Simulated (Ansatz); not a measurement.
**N2H (quartet): wB97M-V, B2PLYP over vertical spin and charge gaps, def2-QZVPP**

How well do these functionals follow the top wave-function level for N2H (quartet) over vertical spin and charge gaps?

Computed with Ansatz 0.2.0, Gaussian basis. Level: def2-QZVPP, all electrons in the functionals, frozen cores in the correlation of double hybrids and RPA.

Plan: wB97M-V, B2PLYP, at charge 0, quartet; charge 0, doublet; charge 0, sextet; charge 1, triplet; charge 1, quintet.

## (1) The geometry

The geometry is a PBE0/def2-TZVP stationary point (not a proven minimum).

3 atoms, charge 0, spin multiplicity 4.

Atoms are counted from 1 here; the program's logs count them from 0.

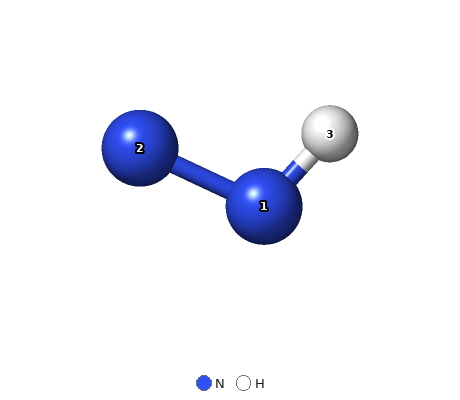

The geometry (nitrogen blue, hydrogen white); atoms are numbered from 1 in the order of the file.

No dispersion term is added; wB97M-V holds VV10 nonlocal correlation.

The geometry shown and the zero of energy belong to the point charge 0, quartet. The yardstick, UCCSD(T), and other wave-function levels (R restricted, U unrestricted, valence and pair active spaces) come from earlier runs.

## (2) wB97M-V, charge 0, quartet

Contents of in.yaml:

```yaml
crystal:
  periodic: [false, false, false]
  atoms:
    - {symbol: N, position_ang: [0.000000, 0.119658, 0.676420]}
    - {symbol: N, position_ang: [0.000000, -0.060594, -0.755487]}
    - {symbol: H, position_ang: [0.000000, -0.820779, 1.098745]}
basis:
  gaussian: {orbitals: "def2-QZVPP.json"}
magnetization: {spin_polarized: true, initial_magnetization: 3}
hamiltonian: {xc: {name: wB97M-V}}
output: {orbitals: {seedname: orbitals}}
```

On the command line:

```bash
$ ansatz run in.yaml --threads 1 --pin off --events-out ev --progress --plain --max-ram 2393MiB
```

Log, cut to the lines that bear on the results:

```text
Functional definition: wB97M-V
  name "wB97M-V"
  cite "Mardirossian & Head-Gordon, J. Chem. Phys. 144, 214110 (2016) doi:10.1063/1.4952647"
  cite "Becke, J. Chem. Phys. 107, 8554 (1997) doi:10.1063/1.475007"
  cite "Vydrov & Van Voorhis, J. Chem. Phys. 133, 244103 (2010) doi:10.1063/1.3521275"
  # Of w^i u^j: cxij and so on, Table III.
[...]
  gx(w, u) = 1 - cx + cx01*u + cx10*w
  gss(w, u) = css00 + css04*u^4 + css10*w + css20*w^2 + css43*w^4*u^3
  gos(w, u) = cos00 + cos10*w + (cos20 + cos21*u)*w^2 + (cos60 + cos61*u)*w^6
[...]
      + integral(e_c_pw_mod_opposite_spin*gos(b97_w_opposite, b97_u_opposite)) + vv10(b, c)
408 factors; their error is unknown
104 factors; integrals over basis functions are off by at most 2.0e-5 eV
[...]
mean field -2990.10330420 eV, -109.8842696645 hartree, gradient 2.7e-5 eV, S^2 3.758183; 1 other end points of the search recorded, 0 dependent functions left out
reference -2990.10333707 eV, -109.8842708726 hartree; 9, 6 occupied and 135, 138 virtual orbitals, 408 factors
Total energy: -2990.10333707 eV, -109.8842708726 hartree
```

Run time: 15 s. Hardware: 1 thread of Arm Neoverse V2, shared host; peak memory 0.29 GiB.

From the report: ⟨S²⟩ of the determinant 3.758 (pure quartet: 3.75).

## (3) wB97M-V, charge 0, doublet

Edit in.yaml of step 2 so:

```diff
@@ -8,3 +8,3 @@
   gaussian: {orbitals: "def2-QZVPP.json"}
-magnetization: {spin_polarized: true, initial_magnetization: 3}
+magnetization: {spin_polarized: true, initial_magnetization: 1}
 hamiltonian: {xc: {name: wB97M-V}}
```

Launched as before.

Log, cut to the lines that bear on the results:

```text
Functional definition: wB97M-V
  name "wB97M-V"
  cite "Mardirossian & Head-Gordon, J. Chem. Phys. 144, 214110 (2016) doi:10.1063/1.4952647"
  cite "Becke, J. Chem. Phys. 107, 8554 (1997) doi:10.1063/1.475007"
  cite "Vydrov & Van Voorhis, J. Chem. Phys. 133, 244103 (2010) doi:10.1063/1.3521275"
  # Of w^i u^j: cxij and so on, Table III.
[...]
  gx(w, u) = 1 - cx + cx01*u + cx10*w
  gss(w, u) = css00 + css04*u^4 + css10*w + css20*w^2 + css43*w^4*u^3
  gos(w, u) = cos00 + cos10*w + (cos20 + cos21*u)*w^2 + (cos60 + cos61*u)*w^6
[...]
      + integral(e_c_pw_mod_opposite_spin*gos(b97_w_opposite, b97_u_opposite)) + vv10(b, c)
408 factors; their error is unknown
104 factors; integrals over basis functions are off by at most 2.0e-5 eV
[...]
mean field -2992.62606664 eV, -109.9769794741 hartree, gradient 7.4e-5 eV, S^2 0.861097; 2 other end points of the search recorded, 0 dependent functions left out
reference -2992.62609913 eV, -109.9769806681 hartree; 8, 7 occupied and 136, 137 virtual orbitals, 408 factors
Total energy: -2992.62609913 eV, -109.9769806681 hartree
```

Wall time 10 s (1 thread of Arm Neoverse V2, shared host).

From the report: ⟨S²⟩ of the determinant 0.861 (pure doublet: 0.75).

From charge 0, quartet: -243.4 kJ/mol.

## (4) wB97M-V, charge 0, sextet

Edit in.yaml of step 3 so:

```diff
@@ -8,3 +8,3 @@
   gaussian: {orbitals: "def2-QZVPP.json"}
-magnetization: {spin_polarized: true, initial_magnetization: 1}
+magnetization: {spin_polarized: true, initial_magnetization: 5}
 hamiltonian: {xc: {name: wB97M-V}}
```

Same command.

Log, cut to the lines that bear on the results:

```text
Functional definition: wB97M-V
  name "wB97M-V"
  cite "Mardirossian & Head-Gordon, J. Chem. Phys. 144, 214110 (2016) doi:10.1063/1.4952647"
  cite "Becke, J. Chem. Phys. 107, 8554 (1997) doi:10.1063/1.475007"
  cite "Vydrov & Van Voorhis, J. Chem. Phys. 133, 244103 (2010) doi:10.1063/1.3521275"
  # Of w^i u^j: cxij and so on, Table III.
[...]
  gx(w, u) = 1 - cx + cx01*u + cx10*w
  gss(w, u) = css00 + css04*u^4 + css10*w + css20*w^2 + css43*w^4*u^3
  gos(w, u) = cos00 + cos10*w + (cos20 + cos21*u)*w^2 + (cos60 + cos61*u)*w^6
[...]
      + integral(e_c_pw_mod_opposite_spin*gos(b97_w_opposite, b97_u_opposite)) + vv10(b, c)
408 factors; their error is unknown
104 factors; integrals over basis functions are off by at most 2.0e-5 eV
[...]
mean field -2981.59614332 eV, -109.5716372686 hartree, gradient 3.7e-5 eV, S^2 8.757133; 2 other end points of the search recorded, 0 dependent functions left out
reference -2981.59617301 eV, -109.5716383595 hartree; 10, 5 occupied and 134, 139 virtual orbitals, 408 factors
Total energy: -2981.59617301 eV, -109.5716383595 hartree
```

It took 10 s on 1 thread of Arm Neoverse V2, shared host.

From the report: ⟨S²⟩ of the determinant 8.757 (pure sextet: 8.75).

From charge 0, quartet: +820.8 kJ/mol.

## (5) wB97M-V, charge 1, triplet

Edit in.yaml of step 4 so:

```diff
@@ -8,3 +8,4 @@
   gaussian: {orbitals: "def2-QZVPP.json"}
-magnetization: {spin_polarized: true, initial_magnetization: 5}
+total_charge: 1
+magnetization: {spin_polarized: true, initial_magnetization: 2}
 hamiltonian: {xc: {name: wB97M-V}}
```

The command is unchanged.

Log, cut to the lines that bear on the results:

```text
Functional definition: wB97M-V
  name "wB97M-V"
  cite "Mardirossian & Head-Gordon, J. Chem. Phys. 144, 214110 (2016) doi:10.1063/1.4952647"
  cite "Becke, J. Chem. Phys. 107, 8554 (1997) doi:10.1063/1.475007"
  cite "Vydrov & Van Voorhis, J. Chem. Phys. 133, 244103 (2010) doi:10.1063/1.3521275"
  # Of w^i u^j: cxij and so on, Table III.
[...]
  gx(w, u) = 1 - cx + cx01*u + cx10*w
  gss(w, u) = css00 + css04*u^4 + css10*w + css20*w^2 + css43*w^4*u^3
  gos(w, u) = cos00 + cos10*w + (cos20 + cos21*u)*w^2 + (cos60 + cos61*u)*w^6
[...]
      + integral(e_c_pw_mod_opposite_spin*gos(b97_w_opposite, b97_u_opposite)) + vv10(b, c)
408 factors; their error is unknown
104 factors; integrals over basis functions are off by at most 2.0e-5 eV
[...]
mean field -2979.46852918 eV, -109.4934488909 hartree, gradient 8.0e-6 eV, S^2 2.037263; 6 other end points of the search recorded, 0 dependent functions left out
reference -2979.46855782 eV, -109.4934499435 hartree; 8, 6 occupied and 136, 138 virtual orbitals, 408 factors
Total energy: -2979.46855782 eV, -109.4934499435 hartree
```

Wall time 27 s (1 thread of Arm Neoverse V2, shared host); peak memory 0.3 GiB.

From the report: ⟨S²⟩ of the determinant 2.037 (pure triplet: 2.00).

From charge 0, quartet: +1026.1 kJ/mol.

## (6) wB97M-V, charge 1, quintet

Edit in.yaml of step 5 so:

```diff
@@ -9,3 +9,3 @@
 total_charge: 1
-magnetization: {spin_polarized: true, initial_magnetization: 2}
+magnetization: {spin_polarized: true, initial_magnetization: 4}
 hamiltonian: {xc: {name: wB97M-V}}
```

Launched as before.

Log, cut to the lines that bear on the results:

```text
Functional definition: wB97M-V
  name "wB97M-V"
  cite "Mardirossian & Head-Gordon, J. Chem. Phys. 144, 214110 (2016) doi:10.1063/1.4952647"
  cite "Becke, J. Chem. Phys. 107, 8554 (1997) doi:10.1063/1.475007"
  cite "Vydrov & Van Voorhis, J. Chem. Phys. 133, 244103 (2010) doi:10.1063/1.3521275"
  # Of w^i u^j: cxij and so on, Table III.
[...]
  gx(w, u) = 1 - cx + cx01*u + cx10*w
  gss(w, u) = css00 + css04*u^4 + css10*w + css20*w^2 + css43*w^4*u^3
  gos(w, u) = cos00 + cos10*w + (cos20 + cos21*u)*w^2 + (cos60 + cos61*u)*w^6
[...]
      + integral(e_c_pw_mod_opposite_spin*gos(b97_w_opposite, b97_u_opposite)) + vv10(b, c)
408 factors; their error is unknown
104 factors; integrals over basis functions are off by at most 2.0e-5 eV
[...]
mean field -2977.48980322 eV, -109.4207320534 hartree, gradient 4.3e-5 eV, S^2 6.007217; 0 other end points of the search recorded, 0 dependent functions left out
reference -2977.48983160 eV, -109.4207330961 hartree; 9, 5 occupied and 135, 139 virtual orbitals, 408 factors
Total energy: -2977.48983160 eV, -109.4207330961 hartree
```

It took 6.5 s on 1 thread of Arm Neoverse V2, shared host.

From the report: ⟨S²⟩ of the determinant 6.007 (pure quintet: 6.00).

From charge 0, quartet: +1217.0 kJ/mol.

## (7) B2PLYP, charge 0, quartet

Contents of in.yaml:

```yaml
crystal:
  periodic: [false, false, false]
  atoms:
    - {symbol: N, position_ang: [0.000000, 0.119658, 0.676420]}
    - {symbol: N, position_ang: [0.000000, -0.060594, -0.755487]}
    - {symbol: H, position_ang: [0.000000, -0.820779, 1.098745]}
basis:
  gaussian: {orbitals: "def2-QZVPP.json"}
magnetization: {spin_polarized: true, initial_magnetization: 3}
hamiltonian: {xc: {name: B2PLYP}}
correlation: {electrons: outside_noble_gas}
```

Launched as before.

Log, cut to the lines that bear on the results:

```text
Functional definition: B2PLYP
  name "B2PLYP"
  cite "Grimme, J. Chem. Phys. 124, 034108 (2006) doi:10.1063/1.2148954"
  cite "Becke, Phys. Rev. A 38, 3098 (1988) doi:10.1103/PhysRevA.38.3098"
  cite "Lee, Yang & Parr, Phys. Rev. B 37, 785 (1988) doi:10.1103/PhysRevB.37.785"
[...]
891 factors; integrals over basis functions are off by at most 9.8e-4 eV
[...]
mean field -2986.25909046 eV, -109.7429974152 hartree, gradient 7.2e-6 eV, S^2 3.765983; 2 other end points of the search recorded, 0 dependent functions left out
2 core orbitals not correlated: weight in the atoms' cores, before any rotation towards them, 1.000 or more for the frozen orbitals, at most 0.000 for the correlated occupied ones
reference -2986.25920936 eV, -109.7430017848 hartree; 7, 4 occupied and 135, 138 virtual orbitals, 891 factors
second order -10.46647581 eV of doubles, -0.00000000 eV of singles
Total energy: -2989.08515783 eV, -109.8468534755 hartree
```

Run time: 5.5 s. Hardware: 1 thread of Arm Neoverse V2, shared host.

From the report: ⟨S²⟩ of the determinant 3.766 (pure quartet: 3.75).

## (8) B2PLYP, charge 0, doublet

Edit in.yaml of step 7 so:

```diff
@@ -8,3 +8,3 @@
   gaussian: {orbitals: "def2-QZVPP.json"}
-magnetization: {spin_polarized: true, initial_magnetization: 3}
+magnetization: {spin_polarized: true, initial_magnetization: 1}
 hamiltonian: {xc: {name: B2PLYP}}
```

Same command.

Log, cut to the lines that bear on the results:

```text
Functional definition: B2PLYP
  name "B2PLYP"
  cite "Grimme, J. Chem. Phys. 124, 034108 (2006) doi:10.1063/1.2148954"
  cite "Becke, Phys. Rev. A 38, 3098 (1988) doi:10.1103/PhysRevA.38.3098"
  cite "Lee, Yang & Parr, Phys. Rev. B 37, 785 (1988) doi:10.1103/PhysRevB.37.785"
[...]
891 factors; integrals over basis functions are off by at most 9.8e-4 eV
[...]
mean field -2988.14290314 eV, -109.8122262542 hartree, gradient 1.8e-6 eV, S^2 1.219777; 2 other end points of the search recorded, 0 dependent functions left out
2 core orbitals not correlated: weight in the atoms' cores, before any rotation towards them, 1.000 or more for the frozen orbitals, at most 0.000 for the correlated occupied ones
reference -2988.14301918 eV, -109.8122305189 hartree; 6, 5 occupied and 136, 137 virtual orbitals, 891 factors
second order -12.30547083 eV of doubles, -0.00000000 eV of singles
Total energy: -2991.46549631 eV, -109.9343293012 hartree
```

Run time: 9 s. Hardware: 1 thread of Arm Neoverse V2, shared host; peak memory 0.25 GiB.

From the report: ⟨S²⟩ of the determinant 1.220 (pure doublet: 0.75).

From charge 0, quartet: -229.7 kJ/mol.

## (9) B2PLYP, charge 0, sextet

Edit in.yaml of step 8 so:

```diff
@@ -8,3 +8,3 @@
   gaussian: {orbitals: "def2-QZVPP.json"}
-magnetization: {spin_polarized: true, initial_magnetization: 1}
+magnetization: {spin_polarized: true, initial_magnetization: 5}
 hamiltonian: {xc: {name: B2PLYP}}
```

The command is unchanged.

Log, cut to the lines that bear on the results:

```text
Functional definition: B2PLYP
  name "B2PLYP"
  cite "Grimme, J. Chem. Phys. 124, 034108 (2006) doi:10.1063/1.2148954"
  cite "Becke, Phys. Rev. A 38, 3098 (1988) doi:10.1103/PhysRevA.38.3098"
  cite "Lee, Yang & Parr, Phys. Rev. B 37, 785 (1988) doi:10.1103/PhysRevB.37.785"
[...]
891 factors; integrals over basis functions are off by at most 9.8e-4 eV
[...]
a density is far from that of the atoms, so the factors are made again for it
902 factors; integrals over basis functions are off by at most 9.9e-4 eV
[...]
mean field -2978.03761680 eV, -109.4408638309 hartree, gradient 3.3e-6 eV, S^2 8.762177; 3 other end points of the search recorded, 0 dependent functions left out
2 core orbitals not correlated: weight in the atoms' cores, before any rotation towards them, 1.000 or more for the frozen orbitals, at most 0.000 for the correlated occupied ones
reference -2978.03773803 eV, -109.4408682861 hartree; 8, 3 occupied and 134, 139 virtual orbitals, 902 factors
second order -9.30907563 eV of doubles, -0.00000000 eV of singles
Total energy: -2980.55118845 eV, -109.5332358854 hartree
```

Run time: 13 s. Hardware: 1 thread of Arm Neoverse V2, shared host.

From the report: ⟨S²⟩ of the determinant 8.762 (pure sextet: 8.75).

From charge 0, quartet: +823.4 kJ/mol.

## (10) B2PLYP, charge 1, triplet

Edit in.yaml of step 9 so:

```diff
@@ -8,3 +8,4 @@
   gaussian: {orbitals: "def2-QZVPP.json"}
-magnetization: {spin_polarized: true, initial_magnetization: 5}
+total_charge: 1
+magnetization: {spin_polarized: true, initial_magnetization: 2}
 hamiltonian: {xc: {name: B2PLYP}}
```

The command is unchanged.

Log, cut to the lines that bear on the results:

```text
Functional definition: B2PLYP
  name "B2PLYP"
  cite "Grimme, J. Chem. Phys. 124, 034108 (2006) doi:10.1063/1.2148954"
  cite "Becke, Phys. Rev. A 38, 3098 (1988) doi:10.1103/PhysRevA.38.3098"
  cite "Lee, Yang & Parr, Phys. Rev. B 37, 785 (1988) doi:10.1103/PhysRevB.37.785"
[...]
891 factors; integrals over basis functions are off by at most 9.8e-4 eV
[...]
mean field -2975.41254546 eV, -109.3443942386 hartree, gradient 1.4e-6 eV, S^2 2.245279; 6 other end points of the search recorded, 0 dependent functions left out
2 core orbitals not correlated: weight in the atoms' cores, before any rotation towards them, 1.000 or more for the frozen orbitals, at most 0.000 for the correlated occupied ones
reference -2975.41264520 eV, -109.3443979038 hartree; 6, 4 occupied and 136, 138 virtual orbitals, 891 factors
second order -10.63311600 eV of doubles, -0.00000000 eV of singles
Total energy: -2978.28358651 eV, -109.4499030513 hartree
```

Run time: 14 s. Hardware: 1 thread of Arm Neoverse V2, shared host; peak memory 0.25 GiB.

From the report: ⟨S²⟩ of the determinant 2.245 (pure triplet: 2.00).

From charge 0, quartet: +1042.2 kJ/mol.

## (11) B2PLYP, charge 1, quintet

Edit in.yaml of step 10 so:

```diff
@@ -9,3 +9,3 @@
 total_charge: 1
-magnetization: {spin_polarized: true, initial_magnetization: 2}
+magnetization: {spin_polarized: true, initial_magnetization: 4}
 hamiltonian: {xc: {name: B2PLYP}}
```

The command is unchanged.

Log, cut to the lines that bear on the results:

```text
Functional definition: B2PLYP
  name "B2PLYP"
  cite "Grimme, J. Chem. Phys. 124, 034108 (2006) doi:10.1063/1.2148954"
  cite "Becke, Phys. Rev. A 38, 3098 (1988) doi:10.1103/PhysRevA.38.3098"
  cite "Lee, Yang & Parr, Phys. Rev. B 37, 785 (1988) doi:10.1103/PhysRevB.37.785"
[...]
891 factors; integrals over basis functions are off by at most 9.8e-4 eV
[...]
mean field -2974.09110734 eV, -109.2958322835 hartree, gradient 8.7e-6 eV, S^2 6.010720; 0 other end points of the search recorded, 0 dependent functions left out
2 core orbitals not correlated: weight in the atoms' cores, before any rotation towards them, 1.000 or more for the frozen orbitals, at most 0.000 for the correlated occupied ones
reference -2974.09120699 eV, -109.2958359455 hartree; 7, 3 occupied and 135, 139 virtual orbitals, 891 factors
second order -8.69908198 eV of doubles, -0.00000000 eV of singles
Total energy: -2976.43995913 eV, -109.3821509945 hartree
```

Wall time 3.8 s (1 thread of Arm Neoverse V2, shared host).

From the report: ⟨S²⟩ of the determinant 6.011 (pure quintet: 6.00).

From charge 0, quartet: +1220.1 kJ/mol.

## (12) The comparison

No level is safe as a reference over these points; UCCSD(T) serves as a yardstick only. It comes from earlier runs at the same points. Energies in kJ/mol, counted from charge 0, quartet; blanks weren't run or aren't comparable.

```csv
level,quartet to doublet,quartet to sextet,ionisation to the triplet cation,ionisation to the quintet cation
UCCSD(T),-262.8,820.0,1009.9,1211.5
wB97M-V,-243.4,820.8,1026.1,1217.0
B2PLYP,-229.7,823.4,1042.2,1220.1
```

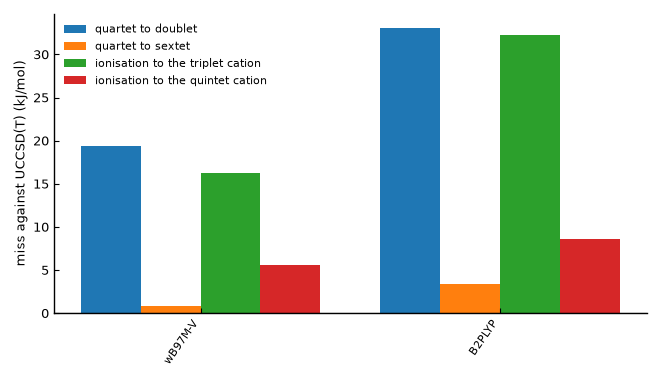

Misses of the gaps against UCCSD(T).

Largest miss and mean time a point (UCCSD(T) took 42 s a point; shared hosts):

```csv
level,largest miss (kJ/mol),where,time a point
wB97M-V,+19.3,quartet to doublet,14 s
B2PLYP,+33.1,quartet to doublet,9 s
```

## (13) Results

```
                                  quantity                              value
              quartet to doublet, UCCSD(T)                      -262.8 kJ/mol
               quartet to sextet, UCCSD(T)                       820.0 kJ/mol
ionisation to the triplet cation, UCCSD(T)                      1009.9 kJ/mol
ionisation to the quintet cation, UCCSD(T)                      1211.5 kJ/mol
                     largest miss, wB97M-V  +19.3 kJ/mol (quartet to doublet)
                      largest miss, B2PLYP  +33.1 kJ/mol (quartet to doublet)
```

What this shows: Of the functionals, wB97M-V keep the smallest largest miss at the points compared (at most 19.3 kJ/mol) and B2PLYP strays most (33.1 kJ/mol, at quartet to doublet). B2PLYP clearly breaks the spin symmetry at some points (⟨S²⟩ up to 0.47 above the pure value), so energy there is bought with a mixed spin. Functionals and the yardstick converge differently with the basis, so part of each miss in def2-QZVPP is the basis. The yardstick itself may be off where one determinant is a poor start.
